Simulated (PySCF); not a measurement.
Atomic calculation, with input and output: O

System: O, configuration 1s2 2s2 2p4, multiplicity 3.
Method: unrestricted HF, STO-3G, non-relativistic, point nucleus (PySCF).

### Input
```python
from pyscf import gto, scf, dft, mp, cc
import basis_set_exchange as bse
mol = gto.M(atom="O 0 0 0", charge=0, spin=2, symmetry="D2h",
            basis=gto.basis.parse(bse.get_basis("STO-3G", elements=["O"], fmt="nwchem", header=False)))
mf = scf.UHF(mol)
mf.irrep_nelec = {'Ag': (2, 2), 'B1u': (1, 0), 'B2u': (1, 1), 'B3u': (1, 0)}
mf.kernel()
```

The script is an equivalent of what the driver set up; the driver started from orbitals of its own, so the log can be shorter than this script's would be, and it computed the properties (radii, ⟨L²⟩, response) afterwards. It held the occupations shell by shell, which the script's counts by irreducible representation don't always enforce.

Hardware: 1 thread of Arm Neoverse N1, 23 GiB of memory available, shared host.

The run was one of a batch that the task file lists, launched with:
```bash
OMP_NUM_THREADS=1 python <driver script> TASK.json OUT
```

### Log (extracts)
```
damping factor = 0
level_shift factor = 0
DIIS = <class 'pyscf.scf.diis.CDIIS'>
diis_start_cycle = 1
diis_space = 10
diis_damp = 0
SCF conv_tol = 1e-09
SCF conv_tol_grad = None
number electrons alpha = 5  beta = 3
cycle= 1 E= -73.8041502613208  delta_E=    0  |g|=    0  |ddm|=    0
converged SCF energy = -73.8041502613208  <S^2> = 2  2S+1 = 3
```

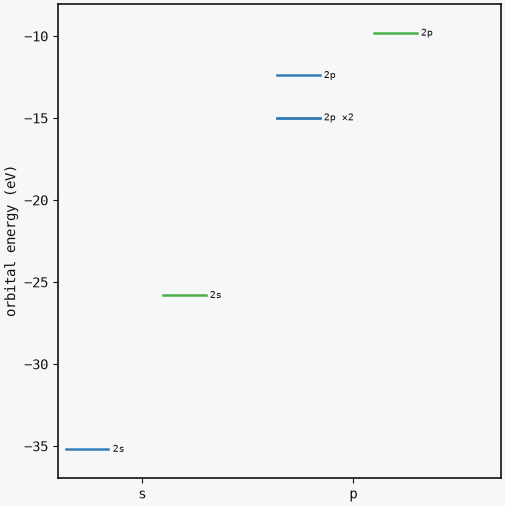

*Orbital energies of the mean field, from the top down to −35.2 eV, by angular momentum, α spin at the left of each column and β at the right; ×n counts the orbitals under one label.*

The highest filled orbital is 2p β at −9.81 eV, the lowest empty one p β at 10.3 eV.

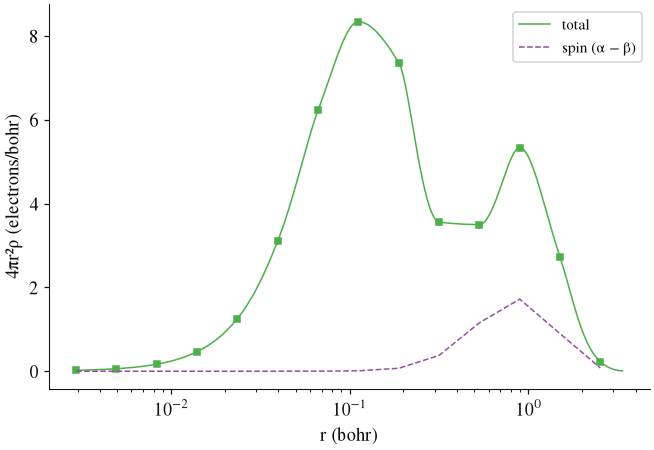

*Spherically averaged radial density 4πr²ρ of the mean field and its spin part; markers are the stored points, which are sparse, and the line is a monotone interpolation between them.*

The largest stored value is 8.34 electrons/bohr at r = 0.11 bohr. Root-mean-square radii of the shells: 1s 0.230, 2p 1.22, 2s 1.24 bohr.

### Outcome

```tsv
quantity	value
outcome	converged
total energy	−73.804150 hartree
kinetic energy	73.444967 hartree
−E/T (1 by the virial theorem at the basis-set limit)	1.0049
⟨S²⟩	2.000
⟨L²⟩	2.00
SCF iterations	1
```

### What is odd here

The input is odd on purpose: minimal basis. The program ran to the end. Its numbers are those of this setting; this run alone doesn't show how far the oddity moves them.
